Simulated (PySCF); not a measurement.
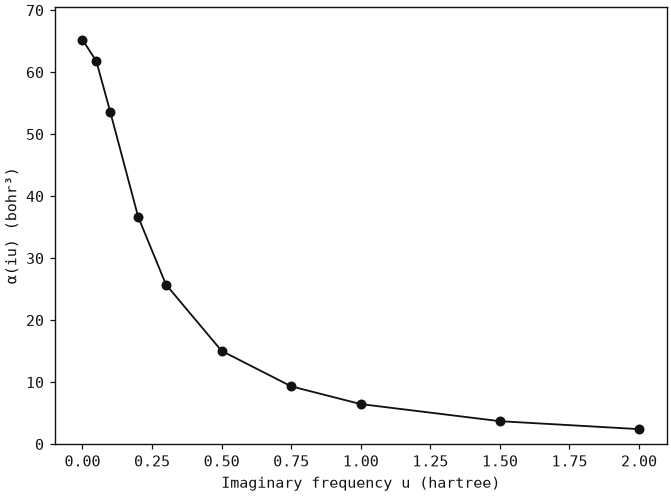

Dipole polarisability at imaginary frequency of the W atom ([Xe] 4f¹⁴ 5d⁴ 6s²). Coupled response at the MN15 level; PySCF, def2-QZVPPD with a 60-electron core potential, unrestricted single determinants, no spin-orbit coupling.

### What follows from the curve?

The static dipole polarisability is 65.2 bohr³ (the recommended value is 68.0); α(iu) falls to half of it near u = 0.23 hartree. The Casimir–Polder integral gives C₆ = 784 hartree bohr⁶ for two such species.
